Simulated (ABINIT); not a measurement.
# Quasiparticle gap of MoS2 (P6_3/mmc) in ABINIT, part 2 of 2

How does a plane-wave GW calculation on MoS2 (P6_3/mmc) run from the first input to the gap?

ABINIT 10.8.3; PBE and many-body steps on it, plane waves. Known limits of the many-body steps: not at the basis limit; no spin-orbit coupling; coarse k mesh.

So far. Step 2 (Ground state): The gap is indirect, with the least direct gap 0.77 eV higher. Step 3 (Empty states on the mesh, 6×6×1 mesh, 190 bands): On this mesh the gap is 0.889 eV.

The database entry behind the starting cell differs from later determinations by our own check (about 0.3 % long), so it need not match the best structure at ambient conditions.

## (4) Screening, 6×6×1 mesh, 174 bands, screening to 119.7 eV

The RPA dielectric matrix is built and inverted for each q.

This step: RPA screening on PBE, plane waves, norm-conserving pseudopotentials.

File run.abi:

```
acell 3*1.0 Angstrom
rprim 
  3.169000000004 -0.000000000001 0.000000000000
  -1.584500000001 2.744434504597 0.000000000000
  0.000000000000 0.000000000000 12.324000000000
ntypat 2
znucl 42 16
natom 6
typat 1 1 2 2 2 2
xred 
  0.333333333333 0.666666666667 0.250000000000
  0.666666666667 0.333333333333 0.750000000000
  0.333333333333 0.666666666667 0.623000000000
  0.666666666667 0.333333333333 0.123000000000
  0.333333333333 0.666666666667 0.877000000000
  0.666666666667 0.333333333333 0.377000000000
pp_dirpath "pseudos"
pseudos "Mo.upf, S.upf"
ecut 36
ngkpt 6 6 1
nshiftk 1
shiftk 0 0 0
kptopt 1
chksymbreak 0
istwfk *1
occopt 1
irdwfk 1
optdriver 3
nband 174
ecuteps 4.4
inclvkb 2
awtr 1
symchi 1
indata_prefix "in"
outdata_prefix "out"
tmpdata_prefix "tmp"
```

Command:

```sh
$ OMP_NUM_THREADS=1 mpirun -n 8 abinit run.abi > log
```

Numbers of over 12 decimals in the logs are rounded to 6 here.

Output:

```text
.Version 10.8.3 of ABINIT. v10.8.2 released Aug 2026.

 Symmetries : space group P6_3/m m c (#194); Bravais hP (primitive hexag.)
[... echo of the input left out ...]
== DATASET  1 ==================================================================
-   mpi_nproc: 8, omp_nthreads: 1 (-1 if OMP is not activated)

--- !DatasetInfo
iteration_state: {dtset: 1, }
dimensions: {natom: 6, nkpt: 7, mband: 174, nsppol: 1, nspinor: 1, nspden: 1, mpw: 7481, }
cutoff_energies: {ecut:  36.0, pawecutdg:  -1.0, }
electrons: {nelect:   5.20000000E+01, charge:   0.00000000E+00, occopt:   1.00000000E+00, tsmear:   1.00000000E-02, }

 SCREENING: Calculation of the susceptibility and dielectric matrices

 Based on a program developped by R.W. Godby, V. Olevano, G. Onida, and L. Reining.
 Incorporated in ABINIT by V. Olevano, G.-M. Rignanese, and M. Torrent.
.Using double precision arithmetic ; gwpc =  8

[... cell and pseudopotentials left out ...]
--------------------------------------------------------------------------------

 ==== K-mesh for the wavefunctions ====
 Number of points in the irreducible wedge :     7
[... list of points left out ...]
 Together with 24 symmetry operations and time-reversal symmetry
 yields    36 points in the full Brillouin Zone.

 ==== Q-mesh for the screening function ====
 Number of points in the irreducible wedge :     7
[... list of points left out ...]
 Together with 24 symmetry operations and time-reversal symmetry
 yields    36 points in the full Brillouin Zone.

 setmesh: FFT mesh size selected  =    20x   20x   90
          total number of points  =        36000

 vcoul_init : cutoff-mode = AUXILIARY_FUNCTION
 q-points for optical limit:   1
     1)      0.000010    0.000020    0.000030

- screening: taking advantage of time-reversal symmetry
- Maximum band index for partially occupied states nbvw = 26
- Remaining bands to be divided among processors   nbcw = 148
- Number of bands treated by each node ~18

 Number of electrons calculated from density =   52.0000; Expected =   52.0000
 average of density, n =  0.071892
 r_s =    1.4919
 omega_plasma =   25.8640 [eV]

 calculating chi0 at frequencies [eV] :
  1    0.000000E+00    0.000000E+00
  2    0.000000E+00    2.586399E+01

--------------------------------------------------------------------------------
  q-point number  1        q = ( 0.000000, 0.000000, 0.000000) [r.l.u.]
--------------------------------------------------------------------------------
[... chi0 elements left out ...]
 For q-point:  0.000010 0.000020 0.000030
  dielectric constant =  14.5368
  dielectric constant without local fields =  16.2954

  Average fulfillment of the sum rule on Im[epsilon] for q-point    1 :     79.06  [%]
[... wings left out ...]
  q-point number  2        q = ( 0.166667, 0.000000, 0.000000) [r.l.u.]
--------------------------------------------------------------------------------
[... chi0 elements left out ...]
  Average fulfillment of the sum rule on Im[epsilon] for q-point    2 :     81.36  [%]

 [... 5 further q-points ...]
```

The job ended after 93 s (8 MPI ranks of Intel Xeon at 2.80GHz (Skylake/Cascade Lake), shared host; peak memory 2.7 GiB; 12 min of CPU time).

This step gave:

```
ε∞ with local fields, on this mesh, along the program's q direction : 14.54
the same without local fields                                       : 16.30
plasma frequency                                                    : 25.86 eV
plane waves in the screening matrix                                 : 315
```

Local fields lower ε∞ by 11 %. On a Γ-centred mesh this coarse the value itself is usually too large, while a short band sum pulls it down.

## (5) Self-energy, 6×6×1 mesh, 174 bands, screening to 119.7 eV

The self-energy is evaluated for the states that the input lists, and the levels follow from it, in one-shot runs by the linearised quasiparticle equation.

This step: G0W0 on PBE, plane waves, norm-conserving pseudopotentials.

run.abi, as its differences from that of step 4:

```diff
@@ -27,8 +27,19 @@
 irdwfk 1
-optdriver 3
+optdriver 4
 nband 174
+gwcalctyp 0
+ecutsigx 36
+symsigma 1
+nkptgw 3
+kptgw 
+  0.0000000000 0.0000000000 0.0000000000
+  0.1666666667 0.1666666667 0.0000000000
+  0.3333333333 0.3333333333 0.0000000000
+bdgw 
+  25 28
+  25 28
+  25 28
 ecuteps 4.4
-inclvkb 2
-awtr 1
-symchi 1
+irdscr 1
+ppmodel 1
 indata_prefix "in"
```

Output:

```text
.Version 10.8.3 of ABINIT. v10.8.2 released Aug 2026.

 Symmetries : space group P6_3/m m c (#194); Bravais hP (primitive hexag.)
[... echo of the input left out ...]
== DATASET  1 ==================================================================
-   mpi_nproc: 8, omp_nthreads: 1 (-1 if OMP is not activated)

--- !DatasetInfo
iteration_state: {dtset: 1, }
dimensions: {natom: 6, nkpt: 7, mband: 174, nsppol: 1, nspinor: 1, nspden: 1, mpw: 7481, }
cutoff_energies: {ecut:  36.0, pawecutdg:  -1.0, }
electrons: {nelect:   5.20000000E+01, charge:   0.00000000E+00, occopt:   1.00000000E+00, tsmear:   1.00000000E-02, }

 SIGMA: Calculation of the GW corrections

 Based on a program developped by R.W. Godby, V. Olevano, G. Onida, and L. Reining.
 Incorporated in ABINIT by V. Olevano, G.-M. Rignanese, and M. Torrent.
.Using double precision arithmetic ; gwpc =  8

[... cell and pseudopotentials left out ...]
--------------------------------------------------------------------------------

 ==== K-mesh for the wavefunctions ====
 Number of points in the irreducible wedge :     7
[... list of points left out ...]
 Together with 24 symmetry operations and time-reversal symmetry
 yields    36 points in the full Brillouin Zone.

 ==== Q-mesh for screening function ====
 Number of points in the irreducible wedge :     7
[... list of points left out ...]
 Together with 24 symmetry operations and time-reversal symmetry
 yields    36 points in the full Brillouin Zone.

 vcoul_init : cutoff-mode = AUXILIARY_FUNCTION
 q-points for optical limit:   1
     1)      0.000010    0.000020    0.000030
 setmesh: FFT mesh size selected  =    32x   32x  128
          total number of points  =       131072

 Number of electrons calculated from density =   52.0000; Expected =   52.0000
 average of density, n =  0.071892
 r_s =    1.4919
 omega_plasma =   25.8640 [eV]

 === KS Band Gaps ===
  >>>> For spin  1
   Minimum direct gap =   1.6539 [eV], located at k-point      :   0.3333  0.3333  0.0000
   Fundamental gap    =   0.8888 [eV], Top of valence bands at :   0.0000  0.0000  0.0000
                                       Bottom of conduction at :   0.1667  0.1667  0.0000
 SIGMA fundamental parameters:
 PLASMON POLE MODEL  1
 number of plane-waves for SigmaX                 7437
 number of plane-waves for SigmaC and W            315
 number of plane-waves for wavefunctions          7437
 number of bands                                   174
 number of independent spin polarizations            1
 number of spinorial components                      1
 number of k-points in IBZ                           7
 number of q-points in IBZ                           7
 number of symmetry operations                      24
 number of k-points in BZ                           36
 number of q-points in BZ                           36
 number of frequencies for dSigma/dE                 9
 frequency step for dSigma/dE [eV]                0.25
 number of omega for Sigma on real axis              0
 max omega for Sigma on real axis  [eV]           0.00
 zcut for avoiding poles [eV]                     0.10

 EPSILON^-1 parameters (SCR file):
 dimension of the eps^-1 matrix on file            315
 dimension of the eps^-1 matrix used               315
 number of plane-waves for wavefunctions          7437
 number of bands                                   174
 number of q-points in IBZ                           7
 number of frequencies                               2
 number of real frequencies                          1
 number of imag frequencies                          1

 matrix elements of self-energy operator (all in [eV])

 Perturbative Calculation

--- !SelfEnergy_ee
iteration_state: {dtset: 1, }
kpoint     : [   0.000,    0.000,    0.000, ]
spin       : 1
KS_gap     :    2.100
QP_gap     :    2.460
Delta_QP_KS:    0.361
data: !SigmaeeData |
     Band     E0 <VxcDFT>   SigX SigC(E0)      Z dSigC/dE  Sig(E)    E-E0       E
       25   7.290 -15.411 -16.658   1.402   0.776  -0.288 -15.290   0.120   7.410
       26   8.434 -16.391 -17.086   0.945   0.774  -0.291 -16.197   0.194   8.628
       27  10.534 -15.683 -11.194  -3.777   0.778  -0.285 -15.128   0.554  11.088
       28  10.534 -15.683 -11.194  -3.777   0.778  -0.285 -15.128   0.554  11.088

--- !SelfEnergy_ee
iteration_state: {dtset: 1, }
kpoint     : [   0.167,    0.167,    0.000, ]
spin       : 1
KS_gap     :    2.343
QP_gap     :    2.656
Delta_QP_KS:    0.312
data: !SigmaeeData |
     Band     E0 <VxcDFT>   SigX SigC(E0)      Z dSigC/dE  Sig(E)    E-E0       E
       25   6.952 -16.023 -17.484   1.658   0.773  -0.294 -15.871   0.152   7.104
       26   6.980 -16.154 -17.551   1.632   0.772  -0.295 -15.973   0.181   7.161
       27   9.323 -15.123 -11.048  -3.445   0.783  -0.277 -14.629   0.493   9.817
       28  10.062 -16.438 -11.872  -3.756   0.775  -0.290 -15.810   0.628  10.690

--- !SelfEnergy_ee
iteration_state: {dtset: 1, }
kpoint     : [   0.333,    0.333,    0.000, ]
spin       : 1
KS_gap     :    1.654
QP_gap     :    2.151
Delta_QP_KS:    0.497
data: !SigmaeeData |
     Band     E0 <VxcDFT>   SigX SigC(E0)      Z dSigC/dE  Sig(E)    E-E0       E
       25   7.670 -16.162 -16.792   0.910   0.777  -0.287 -15.944   0.218   7.888
       26   7.832 -16.516 -17.090   0.892   0.776  -0.289 -16.270   0.247   8.079
       27   9.486 -17.609 -13.378  -3.271   0.775  -0.291 -16.865   0.744  10.230
       28   9.486 -17.609 -13.378  -3.271   0.775  -0.291 -16.865   0.744  10.230

== END DATASET(S) ==============================================================
================================================================================

 -outvars: echo values of variables after computation  --------
           etotal      0.0000000000E+00
            nband         174
             nkpt           7
          spgroup         194
 [... the other variables as echoed above ...]

 Calculation completed.
```

Run time: 22 s. Hardware: 8 MPI ranks; peak memory 2.1 GiB.

This step gave:

```yaml
g0w0_gap_on_the_points_computed: 1.189 eV
starting_gap_on_the_mesh: 0.8887 eV
k_of_the_valence_top: 0, 0, 0
k_of_the_conduction_bottom: 0.1667, 0.1667, 0
z_at_the_valence_top: 0.774
z_at_the_conduction_bottom: 0.783
least_direct_g0w0_gap_on_the_computed_points: 2.151 eV
```

The gap on the mesh goes from 0.89 eV to 1.19 eV, a correction of +0.30 eV.

Limits: finite bands, cutoff and mesh; no spin-orbit coupling; coarse k mesh. v1 is the top filled band, c1 the lowest empty one. Levels before and after the correction, in eV, zero at the valence-band top of each column:

```tsv
	conduction bottom	valence top
Kohn-Sham	0.89	0.00
G0W0	1.19	0.00
```

```tsv
	level	energy (eV)
Kohn-Sham	Γ v2	-1.145
Kohn-Sham	Γ v1	0.000
Kohn-Sham	Γ c1-c2	2.100
Kohn-Sham	(0.167 0.167 0) v2	-1.483
Kohn-Sham	(0.167 0.167 0) v1	-1.454
Kohn-Sham	(0.167 0.167 0) c1	0.889
Kohn-Sham	(0.167 0.167 0) c2	1.628
G0W0	Γ v2	-1.218
G0W0	Γ v1	0.000
G0W0	Γ c1-c2	2.460
G0W0	(0.167 0.167 0) v2	-1.524
G0W0	(0.167 0.167 0) v1	-1.467
G0W0	(0.167 0.167 0) c1	1.189
G0W0	(0.167 0.167 0) c2	2.062
```

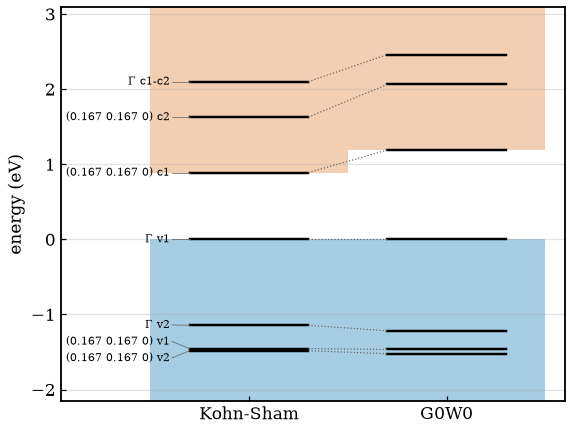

Levels before and after the correction. Shaded: valence and conduction bands.

## (6) Where the time went

Times are wall times on the hardware named with each run, good to a factor of about two.

```tsv
step	time	share	memory (GiB)
ground state	40 s	16 %	0.88
empty states on the mesh	88 s	36 %	0.85
screening	93 s	38 %	2.7
self-energy	22 s	9 %	2.1
```

## (7) Outcome

| Item | Value |
| --- | --- |
| PBE gap | 0.89 eV, indirect |
| G0W0 gap on the mesh | 1.19 eV |
| GW settings | 6×6×1 mesh, 174 bands, screening to 119.7 eV, Godby-Needs plasmon pole |
| known limits | not at the basis limit; no spin-orbit coupling; coarse k mesh |

In words: G0W0 moves the gap on the mesh from 0.89 eV to 1.19 eV (+0.30 eV), with Z of 0.77 and 0.78 at the edges. Local fields lower the RPA ε∞ on this mesh from 16.30 to 14.54; a Γ-centred mesh this coarse tends to raise both, most where the direct gap is narrow, while a short band sum lowers them. Only 3 of the mesh's irreducible points were corrected, so a valley elsewhere could overtake. Bands and cutoff are finite, so the gap is not at the basis limit. The miss can reach some tenths of an eV and take either sign; the mesh is an error of its own. In the G0W0 run levels were corrected at 3 k points alone, so a gap called «on the mesh» is the least over those, and an edge elsewhere would be missed. The 6×6×1 mesh is coarse for this cell, which bears on the long-range parts of exchange and screening. The many-body steps are scalar-relativistic: spin-orbit coupling is not in them.

[Paths, hosts, dates, memory and timing lines, banners, echoed tables and standing remarks are left out of the program output.]

[Logs are printed without paths, hosts, clocks, repeated set-up lines and the standing remarks that a program may print on its own settings, such as how far it seeks lower states.]

[Runs of the session that timed out or met a known fault of the program may be left out.]

[Hosts, paths, dates, database ids (printed as entryN), source tags and the programs' standing remarks are cut or masked in the printed files.]

[G0W0 gaps are taken among the corrected bands and points alone; a level outside them can change the order at an edge.]

[Where Ansatz stands beside ABINIT at settings called matched, ABINIT's density can come from a denser mesh and the files from another edition; pairs whose starting gaps differed by over 0.03 eV were left out, so agreement reads better than it is.]
